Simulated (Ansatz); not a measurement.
## SiGe (model cell, started as layered BN type): the cell at rest

Task: relax SiGe (model cell, started as layered BN type) tightly.

Method: DFT r2SCAN, scalar-relativistic, plane waves, PAW, in Ansatz 0.2.0.

The structure was built from a prototype and need not be the compound's stable phase.

## 1. Set-up

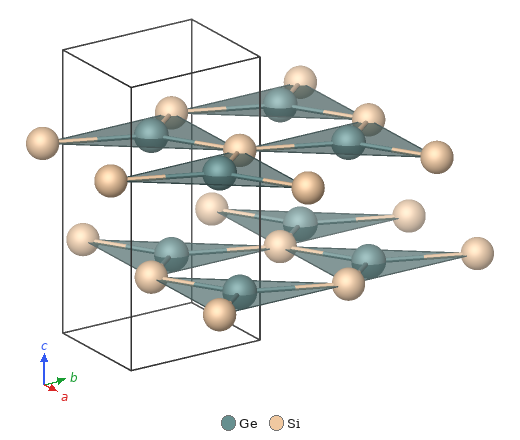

The starting structure, seen slightly off an axis (germanium teal, silicon light orange). 2×2×1 cells are drawn. Some periodic images of atoms are drawn too.

## 2. Probe on a coarse mesh

A quick single point on a coarse mesh tells whether the cell has a gap and how far it is from rest, which sets the k mesh and smearing that follow.

Contents of input.yaml:

```yaml
crystal:
  lattice:
    - [3.95185, 0.0, 0.0]
    - [-1.97592, 3.4224, 0.0]
    - [0.0, 0.0, 5.704]
  atoms:
    - { symbol: Ge, position: [0.333333, 0.666667, 0.25] }
    - { symbol: Ge, position: [0.666667, 0.333333, 0.75] }
    - { symbol: Si, position: [0.666667, 0.333333, 0.25] }
    - { symbol: Si, position: [0.333333, 0.666667, 0.75] }
kpoints:
  mp_grid: { grid: [6, 6, 4] }
hamiltonian:
  xc: r2scan
scf:
  occupations: { method: gaussian, width: 0.1 }
output:
  forces: true
  stress: true
  eigenvalues: true
```

Run with:

```bash
$ ansatz run input.yaml --threads 4 --pin off --max-ram 7168MiB --backend cpu --events-out ev --progress --plain --runs-dir out
```

Numbers of over 12 decimals in the logs are rounded to 6 here.

Output:

```text
[...]
P = ⅓ Tr σ = 8.7324 GPa (87.324 kbar)
--- Band table (eV; the first three rows and the last of 21) ---
  k-point 0: bands = [... 14 lower, 5.8889, 7.0544, 7.8905, 7.8905, 10.6793, 10.6793, 11.2300, 11.7017]
  k-point 1: bands = [... 14 lower, 6.1086, 7.3352, 7.4863, 7.4863, 9.4612, 9.8735, 10.9175, 10.9175]
  k-point 2: bands = [... 14 lower, 6.7144, 6.7144, 6.7144, 6.7144, 8.1808, 8.1808, 11.5947, 11.5947]
  k-point 20: bands = [... 14 lower, 3.3764, 3.3764, 9.2180, 9.2180, 9.4076, 9.4076, 14.2308, 14.2308]
[key lines of the parts left out:]
SCF converged after 6 iterations
Free energy (F): -9881.816506 eV
Fermi energy:    8.761773 eV
```

Run time: 1.4 s. Hardware: 4 threads of Arm Neoverse V2, shared host; peak memory 0.55 GiB; 5.1 s of CPU time.

This step gave:

* pressure: 8.732 GPa
* volume per atom: 19.29 Å³
* gap on the k-mesh: 0 eV

The coarse mesh shows no gap and a pressure of 8.7 GPa.

## 3. Rough relaxation

The start is far from rest, so a relaxation with loose tolerances brings it close first.

input.yaml: that of step 2 with these lines changed.

```diff
@@ -20 +20,6 @@
   eigenvalues: true
+relax:
+  adjacent_minimum: "off"
+  f_tol: 0.05
+  max_steps: 80
+  cell: { stress_tol: 0.5 }
```

Output:

```text
[...]
Crystal: 4 atoms, lattice volume = 77.146 Å³
Basis set: ecut = 500 eV, 1947 PW (Γ), exchange–correlation on 120×120×180 points (64 copies of the dense FFT grid, shifted against one another)
Bands: 22, of which v1, the nominal top of the filled ones, is band 18 counted from 1 (17 counted from 0)
Symmetry: 24 space group operations
[...]
cell:  # Å, volume = 83.4797 Å³
    - [4.177172, -3.0513455954517682e-6, 0.0]
    - [-2.088583, 3.617538, 0.0]
    - [0.0, 0.0, 5.524407]
  atoms:
    - { symbol: Ge, position: [0.333333, 0.666667, 0.25] }
    - { symbol: Ge, position: [0.666667, 0.333333, 0.750000] }
    - { symbol: Si, position: [0.666667, 0.333333, 0.25] }
    - { symbol: Si, position: [0.333333, 0.666667, 0.750000] }
[key lines of the parts left out:]
SCF converged after 5 iterations
Free energy (F): -9882.079508 eV
Fermi energy:    7.790024 eV
P = ⅓ Tr σ = 0.0855 GPa (0.855 kbar)
```

It took 10 s on 4 threads; peak memory 0.59 GiB; 38 s of CPU time.

The steps of the relaxation:

| step | energy less that of the first step (eV) | largest force component (eV/Å) | pressure (GPa) | volume (Å³) |
| --- | --- | --- | --- | --- |
| 1 | 0.0000 | 0.0000 | 8.73 | 77.15 |
| 2 | -0.1966 | 0.0000 | 2.35 | 82.17 |
| 3 | -0.2455 | 0.0000 | 0.97 | 82.88 |
| 4 | -0.2583 | 0.0000 | -0.37 | 83.87 |
| 5 | -0.2585 | 0.0000 | -0.10 | 83.73 |
| 6 | -0.2615 | 0.0000 | 0.08 | 83.48 |
| 7* | -0.2630 | 0.0000 | 0.09 | 83.48 |

Relaxation steps marked * repeat the geometry before them on a plane-wave basis chosen anew for their cell, so energy and pressure can jump there.

The run keeps the 24 symmetry operations that it works with, so distortions that break them were not tested.

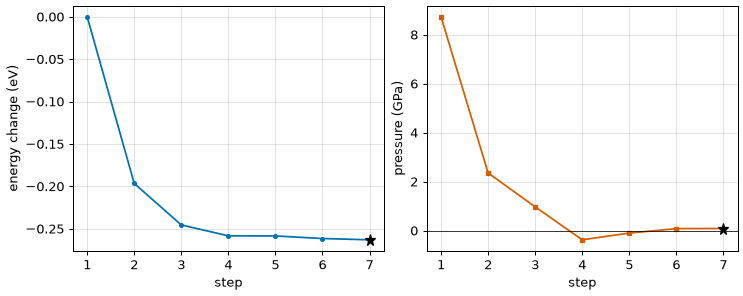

Energy and pressure along the relaxation. Stars mark steps on a basis chosen anew.

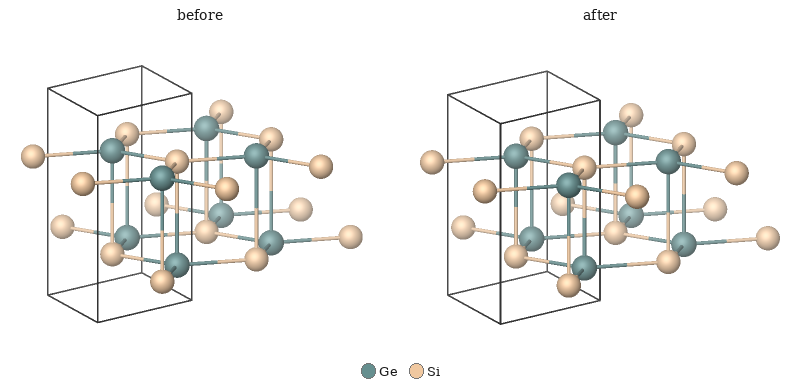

Before and after, at one scale.

| conventional cell, symmetrised | before | after | change |
| --- | --- | --- | --- |
| a (Å) | 3.952 | 4.177 | +5.7 % |
| b (Å) | 3.952 | 4.177 | +5.7 % |
| c (Å) | 5.704 | 5.524 | -3.1 % |
| volume (Å³/atom) | 19.29 | 20.87 | +8.2 % |

The relaxed structure:

```cif
data_structure
_symmetry_space_group_name_H-M 'P 1'
_symmetry_Int_Tables_number 1
_cell_length_a 4.1772
_cell_length_b 4.1772
_cell_length_c 5.5244
_cell_angle_alpha 90.000
_cell_angle_beta 90.000
_cell_angle_gamma 120.000
_cell_volume 83.48
loop_
_atom_site_label
_atom_site_type_symbol
_atom_site_fract_x
_atom_site_fract_y
_atom_site_fract_z
_atom_site_occupancy
Ge1 Ge 0.33333 0.66667 0.25000 1
Ge2 Ge 0.66667 0.33333 0.75000 1
Si3 Si 0.66667 0.33333 0.25000 1
Si4 Si 0.33333 0.66667 0.75000 1
```

Numbers from this step:

```
pressure        : 0.08546 GPa
volume per atom : 20.87 Å³
```

In this step the volume went from 19.29 to 20.87 Å³/atom.

## 4. Relaxation

The cell and atoms are relaxed, since residual forces and stress would shift the frequencies.

Contents of input.yaml:

```yaml
crystal:
  lattice:
    - [4.1771715872, -3.0513e-06, 0.0]
    - [-2.088583151, 3.6175382361, 0.0]
    - [0.0, 0.0, 5.5244074319]
  atoms:
    - { symbol: Ge, position: [0.3333333333, 0.6666666667, 0.25] }
    - { symbol: Ge, position: [0.6666666667, 0.3333333333, 0.75] }
    - { symbol: Si, position: [0.6666666667, 0.3333333333, 0.25] }
    - { symbol: Si, position: [0.3333333333, 0.6666666667, 0.75] }
kpoints:
  mp_grid: { grid: [12, 12, 8] }
hamiltonian:
  xc: r2scan
scf:
  occupations: { method: gaussian, width: 0.1 }
output:
  forces: true
  stress: true
  eigenvalues: true
  write_density: true
  write_potential: true
  elf: true
  volumetric_format: npy
relax:
  adjacent_minimum: "off"
  f_tol: 0.005
  max_steps: 80
  cell: { stress_tol: 0.05 }
```

Output:

```text
[...]
Crystal: 4 atoms, lattice volume = 83.480 Å³
Basis set: ecut = 500 eV, 2163 PW (Γ), exchange–correlation on 128×128×180 points (64 copies of the dense FFT grid, shifted against one another)
Bands: 22, of which v1, the nominal top of the filled ones, is band 18 counted from 1 (17 counted from 0)
[... 1 set-up line as in the run before ...]
[...]
k-points: 95 of 1152
[...]
SCF iter   1: F=—  HF=-9882.075774 eV  |F-HF|=—  |Δ(HF+E_count)|=         —  Δρ=6.70e-3  dr2=3.76e-2  dr2_τ=9.83e-3  ethr=1.77e-3  ⟨swp⟩=5.5  Hψ=9736  notcnv=0
[...]
SCF iter   6: F=-9882.091294 eV  HF=-9882.091294 eV  |F-HF|=6.96e-9  |Δ(HF+E_count)|=   3.51e-7  Δρ=2.75e-6  dr2=5.15e-9  dr2_τ=9.78e-11  ethr=2.78e-10  ⟨swp⟩=9.5  Hψ=15391  notcnv=0
SCF 1 converged in 6 iterations: F = -9882.091294 eV  dr2 = 5.15e-9
[...]
relax step   1: F+E_penalty+E_count = -9882.09129388 eV  Δ(F+E_penalty+E_count) = +0.000e0 eV  max|allowed force component| = 9.252e-17 eV/Å  Δτ_max = 0.0000 Å  P = +0.156 GPa  Ω = 83.480 Å³  (6 SCF iters, dr2 threshold 1.00e-7 eV, accepted)
Crystal: 4 atoms, lattice volume = 82.626 Å³
Basis set: ecut = 500 eV, 2125 PW (Γ), exchange–correlation on 128×128×180 points (64 copies of the dense FFT grid, shifted against one another)
[...]
SCF iter   6: F=-9882.110638 eV  HF=-9882.110638 eV  |F-HF|=3.83e-8  |Δ(HF+E_count)|=   3.59e-7  Δρ=5.24e-6  dr2=1.18e-8  dr2_τ=3.31e-11  ethr=9.08e-10  ⟨swp⟩=8.3  Hψ=13762  notcnv=0
the search or the solves at the SCF's close seem to have found levels that the self-consistency loop had missed (the run counts 1). By its estimate they hold under 1e-12 electrons; where the run keeps them, the occupations were computed again with them
SCF 2 converged in 6 iterations: F = -9882.110638 eV  dr2 = 1.18e-8
relax step   2: F+E_penalty+E_count = -9882.11063844 eV  Δ(F+E_penalty+E_count) = -1.934e-2 eV  max|allowed force component| = 1.850e-16 eV/Å  Δτ_max = 0.0000 Å  P = +0.783 GPa  Ω = 82.626 Å³  energy of the carried Pulay correction = +1.477e-4 eV  (6 SCF iters, dr2 threshold 4.00e-7 eV, accepted)
Crystal: 4 atoms, lattice volume = 83.443 Å³
Basis set: ecut = 500 eV, 2149 PW (Γ), exchange–correlation on 128×128×180 points (64 copies of the dense FFT grid, shifted against one another)
[...]
SCF iter   5: F=-9882.113053 eV  HF=-9882.113053 eV  |F-HF|=4.01e-7  |Δ(HF+E_count)|=   8.57e-7  Δρ=1.56e-5  dr2=1.35e-7  dr2_τ=2.26e-10  ethr=1.11e-9  ⟨swp⟩=9.1  Hψ=15087  notcnv=0
SCF 3 converged in 5 iterations: F = -9882.113053 eV  dr2 = 1.35e-7
  Residual-converged pass: ⟨swp⟩=1.0  Hψ=2470  notcnv=0  max |occ|·‖R‖ = 7.0e-9 eV (tolerance 1.0e-8 eV)  dr2=1.35e-7  dr2_τ=2.26e-10  dr2_onsite=3.26e-7  max |Δocc| = 9.0e-11
relax step   3: F+E_penalty+E_count = -9882.11305266 eV  Δ(F+E_penalty+E_count) = -2.414e-3 eV  max|allowed force component| = 1.712e-16 eV/Å  Δτ_max = 0.0000 Å  P = -0.009 GPa  Ω = 83.443 Å³  energy of the carried Pulay correction = -1.752e-5 eV  (5 SCF iters, dr2 threshold 4.00e-7 eV, accepted)
[...]
relax step   4: F+E_penalty+E_count = -9882.11349163 eV  Δ(F+E_penalty+E_count) = -4.390e-4 eV  max|allowed force component| = 8.327e-17 eV/Å  Δτ_max = 0.0000 Å  P = -0.073 GPa  Ω = 83.530 Å³  energy of the carried Pulay correction = -3.120e-5 eV  (3 SCF iters, dr2 threshold 4.00e-7 eV, accepted)
[...]
relax step   5: F+E_penalty+E_count = -9882.11353148 eV  Δ(F+E_penalty+E_count) = -3.985e-5 eV  max|allowed force component| = 6.939e-17 eV/Å  Δτ_max = 0.0000 Å  P = -0.005 GPa  Ω = 83.452 Å³  energy of the carried Pulay correction = -1.647e-5 eV  (4 SCF iters, dr2 threshold 4.22e-8 eV, accepted)
Basis set: ecut = 500 eV, 2149 PW (Γ), exchange–correlation on 128×128×160 points (64 copies of the dense FFT grid, shifted against one another)
[...]
SCF iter   4: F=-9882.113564 eV  HF=-9882.113564 eV  |F-HF|=1.82e-11  |Δ(HF+E_count)|=  3.22e-10  Δρ=1.42e-7  dr2=8.41e-12  dr2_τ=5.53e-13  ethr=1.00e-12  ⟨swp⟩=4.3  Hψ=11262  notcnv=0
SCF 6 converged in 4 iterations: F = -9882.113564 eV  dr2 = 8.41e-12
relax step   6: F+E_penalty+E_count = -9882.11356428 eV  Δ(F+E_penalty+E_count) = -3.280e-5 eV  max|allowed force component| = 5.320e-17 eV/Å  Δτ_max = 0.0000 Å  P = -0.005 GPa  Ω = 83.452 Å³  stress off target by 8.40e-3 GPa  SCF on the basis re-selected at this cell (its energy is not comparable with the rows above)  (4 SCF iters)
[...]
SCF converged after 4 iterations
Free energy (F): -9882.113564 eV
[...]
Internal energy: -9882.107378 eV  (E = F + TS)
E sigma→0 (E₀):  -9882.110471 eV
Entropy (-TS):   -0.006186 eV (-1.547 meV/atom)
Fermi energy:    7.595400 eV
[...]
--- Stress (GPa, compression-positive) ---
       -0.008402      -0.000000      -0.000000
       -0.000000      -0.008402       0.000000
       -0.000000       0.000000       0.001606
  P = ⅓ Tr σ = -0.0051 GPa (-0.051 kbar)
--- Band table (eV; the first three rows and the last of 95) ---
  k-point 0: bands = [... 14 lower, 4.6726, 4.6726, 7.4108, 7.4108, 8.6489, 9.2238, 9.2238, 9.5113]
  k-point 1: bands = [... 14 lower, 4.7424, 4.7424, 7.2344, 7.2344, 7.8345, 9.2963, 9.2963, 10.4633]
  k-point 2: bands = [... 14 lower, 4.9493, 4.9493, 6.7957, 6.7957, 6.8450, 9.5129, 9.5129, 10.6552]
  k-point 94: bands = [... 14 lower, 3.0960, 3.0960, 8.9046, 8.9046, 9.0907, 9.0907, 12.2167, 12.2167]
--- Relaxed structure (5 steps of the walk, 5 accepted, 1 SCFs on fresh bases) ---
[...]
cell:  # Å, volume = 83.4515 Å³
    - [4.217099, -3.0805224932158284e-6, 0]
    - [-2.108547, 3.652117, -6.43902198329223e-19]
    - [0, -9.833145796016716e-19, 5.418460]
  atoms:
    - { symbol: Ge, position: [0.333333, 0.666667, 0.250000] }
    - { symbol: Ge, position: [0.666667, 0.333333, 0.750000] }
    - { symbol: Si, position: [0.666667, 0.333333, 0.250000] }
    - { symbol: Si, position: [0.333333, 0.666667, 0.750000] }
```

The job ended after 35 s (4 threads; peak memory 0.74 GiB; 2.3 min of CPU time).

Relaxation path:

| step | energy less that of the first step (eV) | largest force component (eV/Å) | pressure (GPa) | volume (Å³) |
| --- | --- | --- | --- | --- |
| 1 | 0.0000 | 0.0000 | 0.16 | 83.48 |
| 2 | -0.0193 | 0.0000 | 0.78 | 82.63 |
| 3 | -0.0218 | 0.0000 | -0.01 | 83.44 |
| 4 | -0.0222 | 0.0000 | -0.07 | 83.53 |
| 5 | -0.0222 | 0.0000 | 0.00 | 83.45 |
| 6* | -0.0223 | 0.0000 | -0.01 | 83.45 |

Relaxation steps marked * repeat the geometry before them on a plane-wave basis chosen anew for their cell, so energy and pressure can jump there.

The run keeps the 24 symmetry operations that it works with, so distortions that break them were not tested.

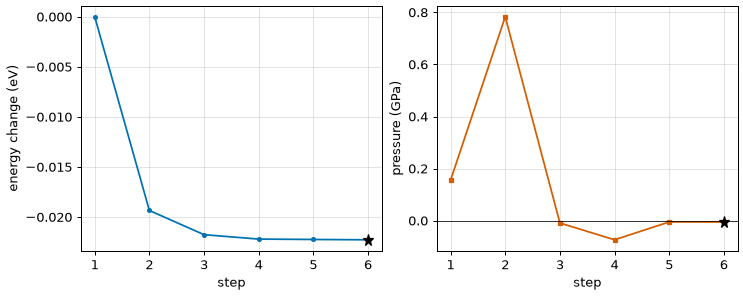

Energy and pressure along the relaxation. Stars mark steps on a basis chosen anew.

| conventional cell, symmetrised | before | after | change |
| --- | --- | --- | --- |
| a (Å) | 4.177 | 4.217 | +1.0 % |
| b (Å) | 4.177 | 4.217 | +1.0 % |
| c (Å) | 5.524 | 5.418 | -1.9 % |
| volume (Å³/atom) | 20.87 | 20.86 | -0.0 % |

Final coordinates:

```xyz
4
Lattice="4.2171 0.0000 0.0000 -2.1085 3.6521 0.0000 0.0000 0.0000 5.4185" Properties=species:S:1:pos:R:3 pbc="T T T"
Ge    0.0000    2.4347    1.3546
Ge    2.1086    1.2174    4.0638
Si    2.1086    1.2174    1.3546
Si    0.0000    2.4347    4.0638
```

This step gave:

| Quantity | Value |
| --- | --- |
| pressure | -0.005066 GPa |
| volume per atom | 20.86 Å³ |

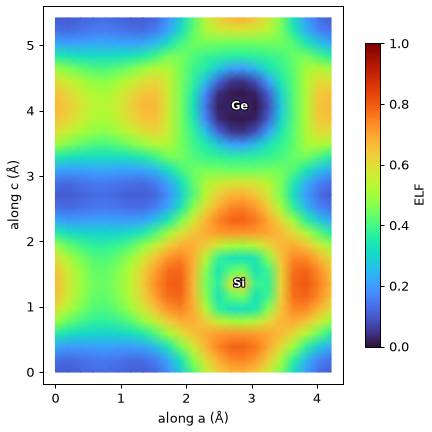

ELF in the ac plane at fractional y = 0.333, with atoms of Ge and Si within 0.2 Å of it. It is the smooth field of the valence electrons, not physical close to the nuclei.

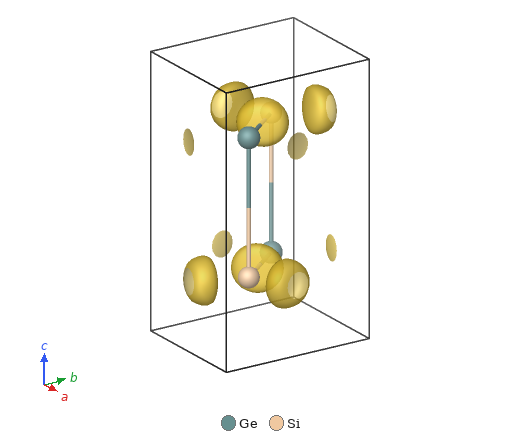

Surface of ELF = 0.81.

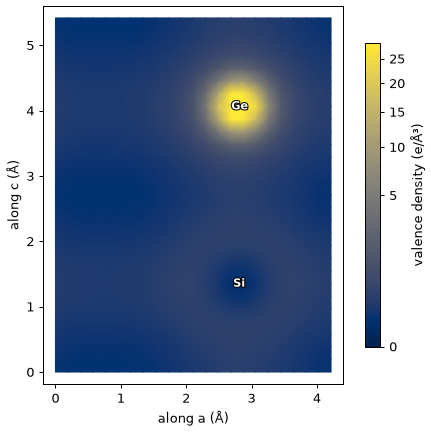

Valence density in the ac plane at fractional y = 0.333, with atoms of Ge and Si within 0.2 Å of it. It is the smooth field of the valence electrons, not physical close to the nuclei. The colour scale is stretched toward low values.

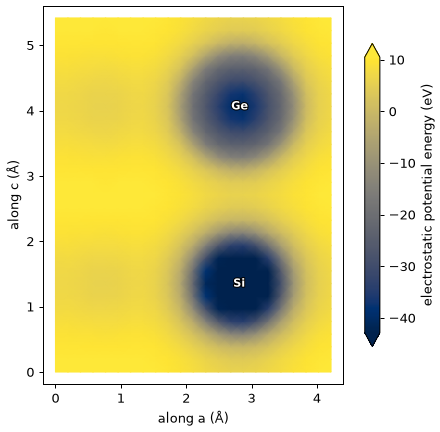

Electrostatic potential energy in the ac plane at fractional y = 0.333, with atoms of Ge and Si within 0.2 Å of it. With pseudopotentials it is smooth inside the atoms' cores, unlike the true potential.

In this step the volume went from 20.87 to 20.86 Å³/atom.

## 5. Relaxing to small forces for the phonons

Phonons need a cell at rest on their own settings, so the relaxation is repeated with tight tolerances on forces and stress on the k mesh and occupations of the first response run.

Contents of input.yaml:

```yaml
crystal:
  lattice:
    - [4.2170994749, -3.0805e-06, 0.0]
    - [-2.1085470696, 3.6521168158, 0.0]
    - [0.0, 0.0, 5.4184604015]
  atoms:
    - { symbol: Ge, position: [0.3333333333, 0.6666666667, 0.25] }
    - { symbol: Ge, position: [0.6666666667, 0.3333333333, 0.75] }
    - { symbol: Si, position: [0.6666666667, 0.3333333333, 0.25] }
    - { symbol: Si, position: [0.3333333333, 0.6666666667, 0.75] }
kpoints:
  mp_grid: { grid: [12, 12, 8] }
hamiltonian:
  xc: r2scan
scf:
  occupations: { method: methfessel_paxton, width: 0.2 }
output:
  forces: true
  stress: true
  eigenvalues: true
relax:
  adjacent_minimum: "off"
  f_tol: 0.001
  max_steps: 60
  cell: { stress_tol: 0.01 }
```

Output:

```text
[...]
Crystal: 4 atoms, lattice volume = 83.452 Å³
Basis set: ecut = 500 eV, 2149 PW (Γ), exchange–correlation on 128×128×160 points (64 copies of the dense FFT grid, shifted against one another)
Bands: 22, of which v1, the nominal top of the filled ones, is band 18 counted from 1 (17 counted from 0)
[... 1 set-up line as in the run before ...]
[...]
k-points: 95 of 1152
[...]
--- Relaxed structure (3 steps of the walk, 3 accepted, 1 SCFs on fresh bases) ---
[...]
cell:  # Å, volume = 83.4291 Å³
    - [4.217439, -3.080782094020088e-6, 0]
    - [-2.108717, 3.652411, 0]
    - [0, 0, 5.416134]
  atoms:
    - { symbol: Ge, position: [0.333333, 0.666667, 0.250000] }
    - { symbol: Ge, position: [0.666667, 0.333333, 0.750000] }
    - { symbol: Si, position: [0.666667, 0.333333, 0.250000] }
    - { symbol: Si, position: [0.333333, 0.666667, 0.750000] }
[key lines of the parts left out:]
SCF converged after 4 iterations
Free energy (F): -9882.109352 eV
Fermi energy:    7.596444 eV
P = ⅓ Tr σ = 0.0035 GPa (0.035 kbar)
```

Run time: 17 s. Hardware: 4 threads; peak memory 0.69 GiB; 67 s of CPU time.

Little changed from the start: no atom moved by 0.005 Å and no cell edge by 0.1 %.

Numbers from this step:

```yaml
pressure: 0.003451 GPa
```

The forces vanish by symmetry and the pressure is 0.003 GPa, within the tolerances set. The cell now holds 20.86 Å³/atom.

## 6. Summary of results

```json
{"space group after relaxation (within 0.01 Å)": "P6_3/mmc", "lattice constant a": "4.217 Å", "lattice constant b": "4.217 Å", "lattice constant c": "5.416 Å", "volume per atom": "20.9 Å³"}
```

What this shows: The forces vanish by symmetry and the pressure is 0.003 GPa, within the tolerances set. The cell now holds 20.86 Å³/atom. The relaxation keeps the symmetry of its start, so it says nothing on stability against lower symmetry. The starting cell was built on a prototype and not taken from a measurement, so the phase need not exist.

[Logs are printed without paths, hosts, clocks, repeated set-up lines and the standing remarks that a program may print on its own settings, such as how far it seeks lower states.]

[Hosts, paths, dates, database ids (printed as entryN), source tags and the programs' standing remarks are cut or masked in the printed files.]
